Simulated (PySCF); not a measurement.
**One shape, several levels: Si2H2Cl2F2 (SMILES F[Si](F)(Cl)[SiH2]Cl)**

Wanted: a comparison of 6 runs (HF/STO-3G, HF/3-21G, HF/def2-SVP, PBE/6-31G**, PBE0/def2-SVP, TPSSh/def2-TZVP) of Si2H2Cl2F2. The job is set up through a Python script.

The results are computed with PySCF 2.14.0.

## 1. Starting point

Si2H2Cl2F2: 8 atoms, total charge 0, spin state singlet. As SMILES, `F[Si](F)(Cl)[SiH2]Cl`. Geometry: relaxed at PBE0-D4/def2-TZVP. This is one conformer, not always the lowest.

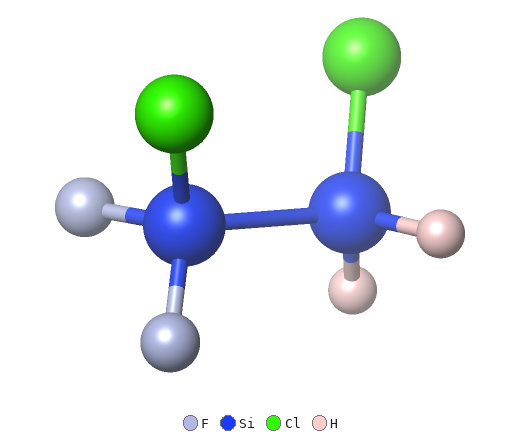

The structure, seen from a chosen angle (fluorine light blue, silicon blue, chlorine green, hydrogen pink).

## 2. Energy and gradient at HF/STO-3G (run 1)

Contents of run.py:

```python
# F[Si](F)(Cl)[SiH2]Cl
import pyscf.grad
from pyscf import gto, scf

system = gto.M(
    atom=[
    ('F', (-1.037400, 0.545000, -1.926700)),
    ('Si', (-0.568400, -0.516600, -0.850600)),
    ('F', (0.219800, -1.645600, -1.635000)),
    ('Cl', (-2.220400, -1.352100, -0.022900)),
    ('Si', (0.802500, 0.468600, 0.764700)),
    ('Cl', (-0.328600, 1.862800, 1.757000)),
    ('H', (1.961500, 1.141300, 0.131700)),
    ('H', (1.263200, -0.560500, 1.726000)),
],
    verbose=4,
    basis='sto-3g',
    spin=0,
    max_memory=1860,
)

myscf = scf.RHF(system)
myscf.conv_tol = 1e-10
myscf.kernel()
if not myscf.converged:
    myscf = myscf.newton().run(myscf.mo_coeff, myscf.mo_occ)

e_tot = myscf.e_tot
print(f'total energy: {e_tot:.8f} hartree')
grad = myscf.Gradients().kernel()
myscf.analyze()
```

On the command line:

```sh
OMP_NUM_THREADS=1 python run.py
```

Log:

```text
PySCF version 2.14.0

[... 77 lines left out ...]
Two-electron Energy =                 1193.185034450485773
[... 11 lines left out ...]
MO #8   energy= -10.3454270834087  occ= 2
[... 9 lines left out ...]
MO #18  energy= -4.1452357513607   occ= 2
[... 9 lines left out ...]
MO #28  energy= -0.653040900590949 occ= 2
[... 9 lines left out ...]
MO #38  energy= -0.410073217810274 occ= 2
[... 9 lines left out ...]
MO #48  energy= 0.559640123372702  occ= 0
[... 59 lines left out ...]
Dipole moment(X, Y, Z, Debye):  3.67967, -0.55939, -1.05440
```

Wall time 7.2 s (1 thread of Intel Xeon at 2.50GHz (Skylake/Cascade Lake), shared host); peak memory 0.12 GiB.

## 3. Energy and gradient at HF/3-21G (run 2)

Contents of job.py:

```python
from pyscf import gto

mol = gto.M(
    atom='''
F     -1.037400     0.545000    -1.926700
Si    -0.568400    -0.516600    -0.850600
F      0.219800    -1.645600    -1.635000
Cl    -2.220400    -1.352100    -0.022900
Si     0.802500     0.468600     0.764700
Cl    -0.328600     1.862800     1.757000
H      1.961500     1.141300     0.131700
H      1.263200    -0.560500     1.726000
''',
    basis='3-21g',
    verbose=4,
    max_memory=1860,
)

mf = mol.RHF()
mf.conv_tol = 1e-10
mf.kernel()
if not mf.converged:
    mf = mf.newton().run(mf.mo_coeff, mf.mo_occ)

e_tot = mf.e_tot
print('E = %.10f Eh' % e_tot)
grad = mf.nuc_grad_method().kernel()
dip = mf.dip_moment()
pop, q = mf.mulliken_pop()
```

On the command line:

```sh
OMP_NUM_THREADS=1 python job.py
```

Log:

```text
PySCF version 2.14.0

[... 64 lines left out ...]
converged SCF energy = -1688.54967658884
[... 12 lines left out ...]
Dipole moment(X, Y, Z, Debye):  3.18470, -0.45154,  0.29983
[... 83 lines left out ...]
charge of    7H =     -0.11587
```

It took 7.8 s on 1 thread of Intel Xeon at 2.50GHz (Skylake/Cascade Lake), shared host; peak memory 0.15 GiB.

Runs 3 to 5 aren't shown in full; the table further down has their settings and results.

## 4. Energy and gradient at TPSSh/def2-TZVP (run 6)

Contents of job.py:

```python
import pyscf.grad
from pyscf import gto, dft

mol = gto.Mole()
mol.atom = '''
F     -1.960402     1.029901    -3.640935
Si    -1.074120    -0.976233    -1.607401
F      0.415362    -3.109733    -3.089702
Cl    -4.195948    -2.555099    -0.043275
Si     1.516505     0.885526     1.445074
Cl    -0.620964     3.520182     3.320249
H      3.706698     2.156744     0.248877
H      2.387102    -1.059191     3.261667
'''
mol.verbose = 3
mol.spin = 0
mol.max_memory = 1860
mol.unit = 'bohr'
mol.basis = 'def2-tzvp'
mol.build()

mf = dft.RKS(mol)
mf.xc = 'tpssh'
mf.conv_tol = 1e-10
mf.grids.level = 5
mf.kernel()
if not mf.converged:
    mf = mf.newton().run(mf.mo_coeff, mf.mo_occ)

e_tot = mf.e_tot
print(f'total energy: {e_tot:.8f} hartree')
grad = mf.Gradients().kernel()
mf.analyze()
```

On the command line:

```sh
OMP_NUM_THREADS=1 python job.py
```

Log:

```text
converged SCF energy = -1700.70679048536
[... 41 lines left out ...]
MO #32  energy= -0.434442233166002 occ= 2
[... 37 lines left out ...]
MO #70  energy= 0.403854971195785  occ= 0
[... 37 lines left out ...]
MO #108 energy= 1.15712030988126   occ= 0
[... 37 lines left out ...]
MO #146 energy= 2.12861007905795   occ= 0
[... 37 lines left out ...]
MO #184 energy= 6.23436127430088   occ= 0
[... 37 lines left out ...]
MO #222 energy= 57.0497915851077   occ= 0
[... 9 lines left out ...]
Dipole moment(X, Y, Z, Debye):  1.24205, -0.11161,  0.76596
```

Wall time 13 min (1 thread of Intel Xeon at 2.50GHz (Skylake/Cascade Lake), shared host); peak memory 1.8 GiB.

## 5. All runs side by side

| run | level | integration grid | energy (Eh) | dipole moment (D) | HOMO energy (eV) | LUMO energy (eV) | wall time |
| --- | --- | --- | --- | --- | --- | --- | --- |
| 1 | HF/STO-3G | – | -1677.778296 | 3.87 | -9.28 | 7.69 | 7.2 s |
| 2 | HF/3-21G | – | -1688.549677 | 3.23 | -12.14 | 1.64 | 7.8 s |
| 3 | HF/def2-SVP | – | -1696.497187 | 1.84 | -11.82 | 2.54 | 30 s |
| 4 | PBE/6-31G** (spherical functions) | 5 | -1699.542589 | 1.72 | -7.46 | -1.91 | 3.4 min |
| 5 | PBE0/def2-SVP | 5 | -1699.127363 | 1.56 | -8.71 | -0.93 | 1.9 min |
| 6 | TPSSh/def2-TZVP | 5 | -1700.706790 | 1.46 | -8.16 | -1.47 | 13 min |

## 6. What came out

```
                       quantity           value
            run 6: total energy  -1700.70679 Eh
           run 6: dipole moment          1.46 D
             run 6: HOMO energy        -8.16 eV
             run 6: LUMO energy        -1.47 eV
           run 6: HOMO–LUMO gap         6.69 eV
run 6: largest force on an atom      0.286 eV/Å
```

What this shows: The dipole moment (its size) runs from 1.46 D (TPSSh/def2-TZVP) to 3.87 D (HF/STO-3G). The two ends differ in method and basis. The HOMO–LUMO gap runs from 5.55 eV (PBE/6-31G**) to 16.97 eV (HF/STO-3G). Totals of different functionals can't be ranked against each other. In run 1 the basis is minimal, so the values are rough. All runs together took 19 min, the longest 13 min.
